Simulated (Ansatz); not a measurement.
Cl₄H₂OW···HBr

The calculation's input:

```
crystal:
  periodic: [false, false, false]
  atoms:
    - { symbol: W, position_ang: [0.0, 0.0, 0.0] }
    - { symbol: O, position_ang: [0.0, 0.0, 2.29] }
    - { symbol: H, position_ang: [-0.9095, -0.2814, 2.6271] }
    - { symbol: Cl, position_ang: [2.39, 0.0, 0.0] }
    - { symbol: Cl, position_ang: [0.0, 2.39, 0.0] }
    - { symbol: H, position_ang: [-1.72, 0.0, 0.0] }
    - { symbol: Cl, position_ang: [0.0, -2.39, 0.0] }
    - { symbol: Cl, position_ang: [0.0, 0.0, -2.39] }
    - { symbol: Br, position_ang: [1.8861, 1.9648, 0.905] }
    - { symbol: H, position_ang: [0.9076, 0.9455, 2.1267] }
basis:
  gaussian: { orbitals: def2-SVP }
hamiltonian:
  xc: hf
relax:
  f_tol: 0.15
  max_steps: 25
  restrain:
    - { distance: [0, 8], at: 3.77, k: 30.0 }
    - { distance: [9, 1], at: 2.21, k: 30.0 }
    - { distance: [0, 1], at: 1.94, k: 30.0 }
    - { distance: [9, 8], at: 1.55, k: 30.0 }
output:
  orbitals: {}
```

Launched as:

```sh
ansatz run input.yaml --threads 4 --pin off --max-ram 5120MiB --backend cpu --events-out ev --progress --plain --runs-dir out
```

The fields are those of the run's last geometry, not of the input's.

Core potentials replace the inner electrons of W; not at a stationary point (largest force 2.0 eV/Å).

The calculation used RHF/def2-SVP (Ansatz).

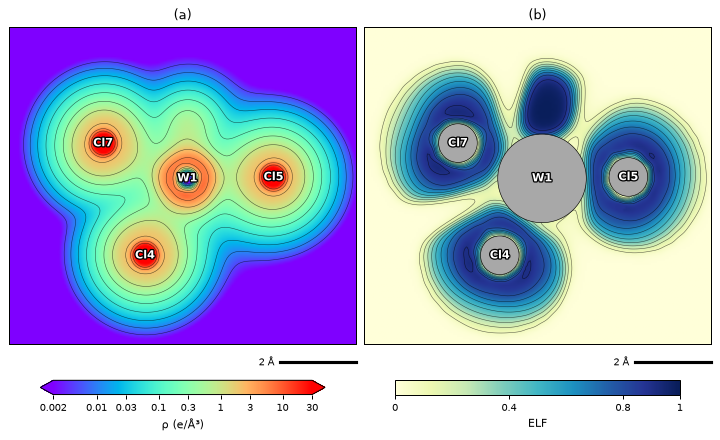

Figure 1. (a) electron density; (b) ELF on the plane of atoms Cl4, W1 and Cl5. Grey discs cover the atomic cores in the ELF map.

Q: Interpret the plot.

A:
- The plane passes through W and Cl nuclei.
- W–Cl (2.28 Å): ρ is about 0.74 e/Å³ halfway; the ELF peaks at about 0.85 in the valence shell of Cl, 0.8 Å from its nucleus, and is about 0.40 at the midpoint.
- W–Cl (2.31 Å): the density is about 0.7 e/Å³ at the midpoint; the ELF peaks at about 0.85 in the valence shell of Cl, 0.8 Å from its nucleus, and is about 0.40 at the midpoint.
- W–Cl (2.40 Å): the density is about 0.6 e/Å³ at the midpoint; the ELF peaks at about 0.85 in the valence shell of Cl, 0.9 Å from its nucleus, and is about 0.50 at the midpoint.

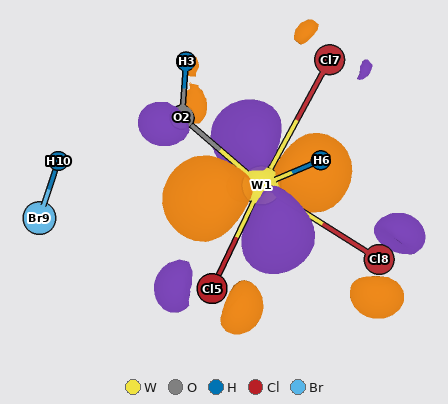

Figure 2. The LUMO at ±0.15 Å⁻³ᐟ² (orange and purple are the two phases), seen at a tilt.

Q: What is the character of this orbital?

A: By Hirshfeld shares it lies mainly on W1 (about 70 %), Cl8 (about 10 %) and Cl5 (about 10 %). Its energy is −1.54 eV.

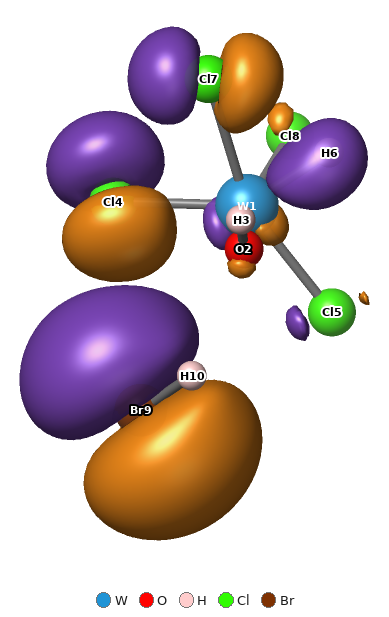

Figure 3. The HOMO−1 at ±0.06 Å⁻³ᐟ² (orange and purple are the two phases), seen at an oblique angle.

Q: Describe this orbital and give its energy.

A: Its weight (Hirshfeld) is mainly on Br9 (about 80 %) and Cl4 (about 10 %); largely a lone pair of Br9. Its energy is −11.73 eV.
